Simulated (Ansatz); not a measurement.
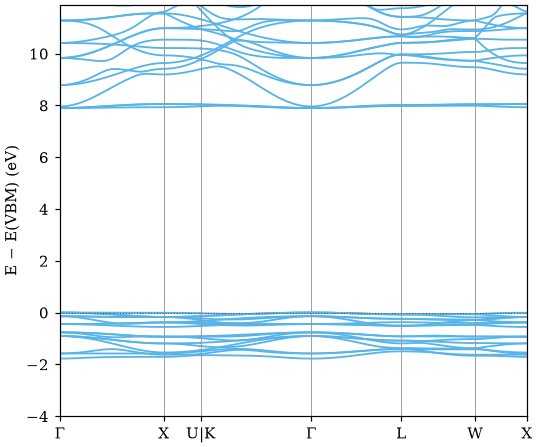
Fig. 1. Band structure from r²SCAN (plane waves, PAW; program Ansatz)

Problem. Read off the gap and where the band edges lie.

Solution. About 7.9 eV (7.90 eV by a search for the band edges); maximum at Γ, minimum at Γ.

Problem. Which compound is it?
A. BaF2, fluorite
B. KF, rock salt
C. LiCl, rock salt
D. Cs2KScF6, Fm-3m (K on 4b, Cs on 8c, Sc on 4a, F on 24e)

Solution. D, Cs2KScF6, Fm-3m (K on 4b, Cs on 8c, Sc on 4a, F on 24e)

The workflow started from a Materials Project entry (that database holds measured and hypothetical structures alike); the Crystallography Open Database copy checked does not list it. Whether it is the stable phase at ambient conditions was not checked. The cell was relaxed with r²SCAN under the symmetry of its start; whether a distortion lowers the energy is not shown. The run is not spin-polarised. Scalar-relativistic: spin–orbit coupling is off unless named, which matters more the heavier the elements.

Potentials: the later of the program's two PAW sets.
